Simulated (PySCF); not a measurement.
## TaH4: a changed input and its effect

System: TaH4 (Ta(H)4), multiplicity 2.
Method of run A: UHF HF, Ta def2-SVP with ECP60, H def2-SVP; non-relativistic Hamiltonian with a scalar-relativistic core potential; density fitting (PySCF 2.14.0).

Text and figures count atoms from 1; the logs count them from 0 in places.

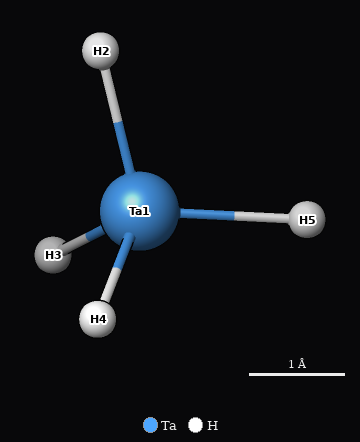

The structure as given in the input (ball-and-stick view, seen at a tilt; atoms are numbered from 1 in the order of the input). Sticks mark near contacts. Bond lengths as drawn: H–Ta 1.78 Å.

### Input file, run A
```python
mol = gto.M(atom='''
Ta    -0.00000    -0.00000    -0.00000
H      1.48601    -0.00000     0.97582
H      0.00000     1.48601    -0.97582
H     -1.48601     0.00000     0.97582
H     -0.00000    -1.48601    -0.97582''',
    basis={'Ta': 'def2-SVP', 'H': 'def2-SVP'},
    ecp={'Ta': 'def2-SVP'},
    charge=0, spin=1)
mf = scf.UHF(mol)
mf = mf.density_fit()  # Ta def2-universal-JKFIT, H def2-universal-JKFIT
mf.conv_tol = 1e-08; mf.max_cycle = 55
mf.kernel(dm0)
```

The script is an equivalent of the set-up of the self-consistent field. The run itself was carried out by a driver, which started from the orbitals of the step before it where there was one and computed the further properties.

Launched with:
```bash
OMP_NUM_THREADS=2 python <driver script>
```

Hardware: 2 threads of Arm Neoverse V1, 24 GiB of memory available, shared host.

### Output (run A)
```
init E= -58.5605691625202
  HOMO = -0.289611323174  LUMO = 0.0555565965212  gap/eV = 9.39250
cycle= 1 E= -58.5874076280743  delta_E= -0.0268  |g|= 0.0734  |ddm|= 0.398
  HOMO = -0.355100482576  LUMO = 0.0374842193119  gap/eV = 10.68277
cycle= 2 E= -58.5914371384066  delta_E= -0.00403  |g|= 0.026  |ddm|= 0.146
  HOMO = -0.342040415296  LUMO = 0.0458839027849  gap/eV = 10.55596
cycle= 3 E= -58.5922085843988  delta_E= -0.000771  |g|= 0.0108  |ddm|= 0.0485
  HOMO = -0.353009643408  LUMO = 0.0446786097847  gap/eV = 10.82165
cycle= 4 E= -58.5924338565428  delta_E= -0.000225  |g|= 0.00217  |ddm|= 0.0357
  HOMO = -0.354394985343  LUMO = 0.0446454290125  gap/eV = 10.85844
cycle= 5 E= -58.5924479172533  delta_E= -1.41e-05  |g|= 0.000826  |ddm|= 0.00934
  HOMO = -0.354583015428  LUMO = 0.0447763192878  gap/eV = 10.86712
cycle= 6 E= -58.5924508723716  delta_E= -2.96e-06  |g|= 0.000457  |ddm|= 0.00369
  HOMO = -0.354473643064  LUMO = 0.044846001164  gap/eV = 10.86604
cycle= 7 E= -58.592452075099  delta_E= -1.2e-06  |g|= 0.000106  |ddm|= 0.00376
  HOMO = -0.354507110242  LUMO = 0.0448817132154  gap/eV = 10.86792
cycle= 8 E= -58.5924521126377  delta_E= -3.75e-08  |g|= 3.3e-05  |ddm|= 0.000598
  HOMO = -0.354497887228  LUMO = 0.0448797906062  gap/eV = 10.86762
cycle= 9 E= -58.5924521154925  delta_E= -2.85e-09  |g|= 7.48e-06  |ddm|= 0.000129
  HOMO = -0.354498681168  LUMO = 0.044880423575  gap/eV = 10.86766
Extra cycle  E= -58.5924521156111  delta_E= -1.19e-10  |g|= 4.26e-06  |ddm|= 1.7e-05
converged SCF energy = -58.5924521156111  <S^2> = 0.76030491  2S+1 = 2.0102785
```

For run B the input was changed thus:
```diff
-mf = scf.UHF(mol)
+mf = dft.UKS(mol, xc='PBE')
+mf.grids.atom_grid = (30, 86)  # f atoms: at least (60, 302), unpruned
```

How does run B compare with run A?

The total energies belong to different methods, so their difference says nothing on which is more stable or more accurate. The largest force goes from 0.109 to 0.223 eV/Å.

### Output (run B)
```
init E= -58.879027693084
  HOMO = -0.183618309862  LUMO = -0.158405575271  gap/eV = 0.68607
cycle= 1 E= -59.2088288476849  delta_E= -0.33  |g|= 0.314  |ddm|= 1.72
  HOMO = -0.0482859987738  LUMO = -0.0323633489403  gap/eV = 0.43328
cycle= 2 E= -59.0317590546387  delta_E= 0.177  |g|= 0.562  |ddm|= 1.58
  HOMO = -0.159416550844  LUMO = -0.128991553685  gap/eV = 0.82791
cycle= 3 E= -59.2836911078621  delta_E= -0.252  |g|= 0.0664  |ddm|= 0.796
  HOMO = -0.152332390486  LUMO = -0.127408922912  gap/eV = 0.67820
cycle= 4 E= -59.2826233520866  delta_E= 0.00107  |g|= 0.0804  |ddm|= 1.12
  HOMO = -0.156300645271  LUMO = -0.119156723113  gap/eV = 1.01074
cycle= 5 E= -59.2858866093097  delta_E= -0.00326  |g|= 0.0414  |ddm|= 1.12
  HOMO = -0.158138577725  LUMO = -0.125143950417  gap/eV = 0.89783
cycle= 6 E= -59.2865517812041  delta_E= -0.000665  |g|= 0.0306  |ddm|= 0.0175
  HOMO = -0.158868982651  LUMO = -0.135577885063  gap/eV = 0.63378
cycle= 7 E= -59.287352409689  delta_E= -0.000801  |g|= 0.0047  |ddm|= 0.0414
  HOMO = -0.159410156009  LUMO = -0.137826978926  gap/eV = 0.58731
cycle= 8 E= -59.2873730546774  delta_E= -2.06e-05  |g|= 0.000235  |ddm|= 0.00776
  HOMO = -0.159402463886  LUMO = -0.137897345293  gap/eV = 0.58518
cycle= 9 E= -59.2873731287515  delta_E= -7.41e-08  |g|= 4.74e-05  |ddm|= 0.000508
  HOMO = -0.159405296271  LUMO = -0.137920131489  gap/eV = 0.58464
cycle= 10 E= -59.2873731312082  delta_E= -2.46e-09  |g|= 5.95e-06  |ddm|= 0.000108
  HOMO = -0.159405741711  LUMO = -0.137918221304  gap/eV = 0.58471
Extra cycle  E= -59.2873731312408  delta_E= -3.26e-11  |g|= 2.12e-06  |ddm|= 1.29e-05
converged SCF energy = -59.2873731312408  <S^2> = 0.75676675  2S+1 = 2.0067553
```

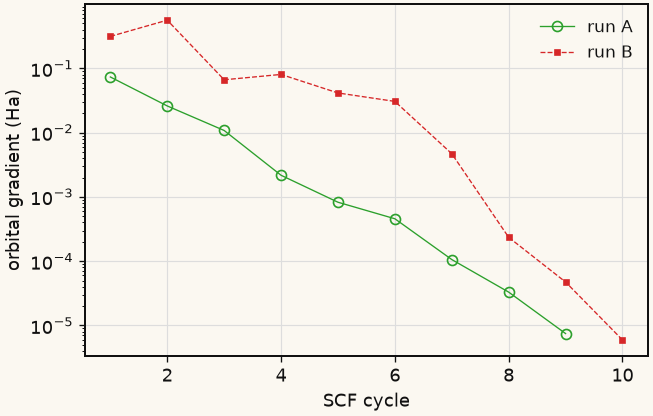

Convergence of the two runs: orbital gradient against the SCF cycle. Run A takes 9 cycles in all, and run B takes 10.

### The two runs side by side

| quantity | run A | run B |
| --- | --- | --- |
| outcome | converged | converged |
| total energy (hartree) | −58.592452 | −59.287373 |
| dipole moment (D) | 0.00 | 0.00 |
| ⟨S²⟩ | 0.760 | 0.757 |
| largest force (eV/Å) | 0.109 | 0.223 |
| basis functions | 52 | 52 |

For run B: These settings are looser than, or depart from, a standard set-up, so the numbers are not reference values for this system.
